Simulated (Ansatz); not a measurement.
```yaml
atoms:
  - { symbol: Ga, position_ang: [0.0307, -0.0907, 0.0365] }
  - { symbol: N, position_ang: [0.0133, -0.1083, 1.8462] }
  - { symbol: H, position_ang: [-0.8338, -0.0991, 2.4034] }
  - { symbol: H, position_ang: [0.8306, 0.1579, 2.3849] }
  - { symbol: Cl, position_ang: [1.8896, 0.2201, -0.9989] }
  - { symbol: O, position_ang: [-1.3909, -0.3764, -1.0028] }
  - { symbol: H, position_ang: [-2.2097, -0.5502, -0.5206] }
```

Method: RKS B3LYP/def2-SVP (Ansatz).

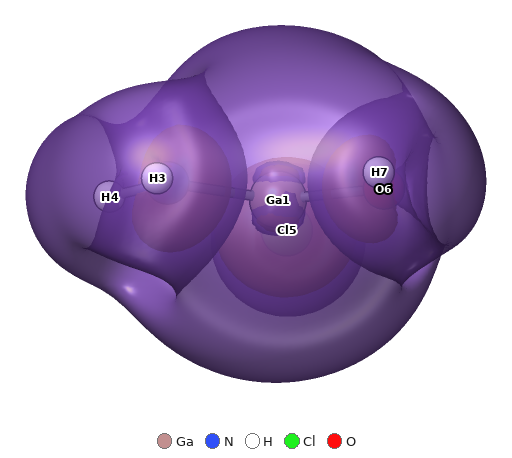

ClGaH3NO. One frontier orbital at ±0.05 Å⁻³ᐟ² (orange and purple are the two phases), seen from one side.

**Which orbital is it: HOMO or LUMO?**

The LUMO, at −0.87 eV. Its weight (Hirshfeld) is mainly on Ga1 (about 45 %), Cl5 (about 15 %), O6 (about 10 %), N2 (about 10 %) and H7 (about 5 %).
